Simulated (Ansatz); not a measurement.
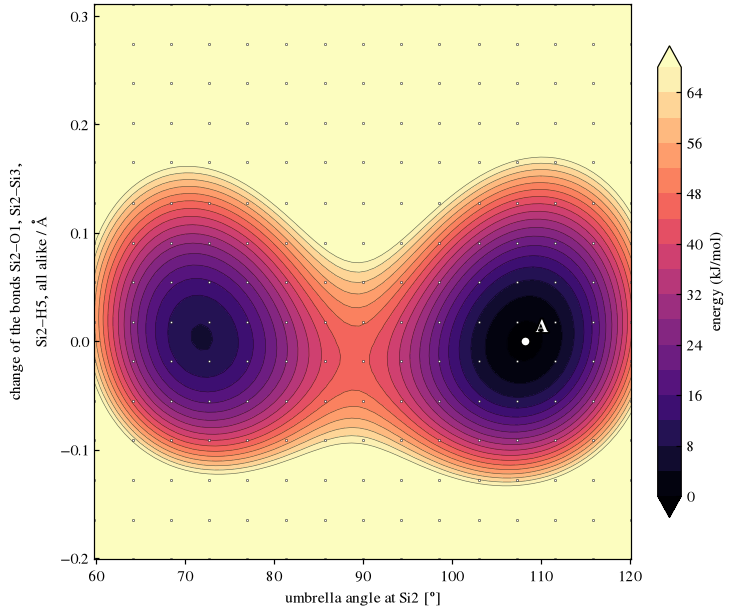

H₅OSi₂, SMILES O[SiH][SiH3], spin multiplicity 2. 
- First axis: umbrella angle at Si2 (between each of its bonds and their common axis; 90 is planar). Second axis: change of the bonds Si2–O1, Si2–Si3, Si2–H5, all alike.
- Nothing is relaxed (all other coordinates rigid).
- Grid: 15 × 15 points.
- Points are written as (first, second).
- Energies: kJ/mol, counted from the lowest grid point.
- Computed with UHF/def2-TZVP in Ansatz.

Drawn: filled contours, dots at the grid points, one colour for all values above the top of the scale, the well A. Between grid points the surface is interpolated.

Question: Estimate the position of the minimum and the force constants in these coordinates. Take the well at A.

Answer: The interpolated minimum is at the first coordinate ≈ 108.2°, the second coordinate ≈ 0.000 Å. The curvatures there are about 19 eV/rad² and 66 eV/Å², with a cross term of about −4.5 eV/(rad·Å). Round the minimum the two coordinates are weakly coupled (coupling −0.13 in units of the two stiffnesses). (1 eV is 96.5 kJ/mol.)
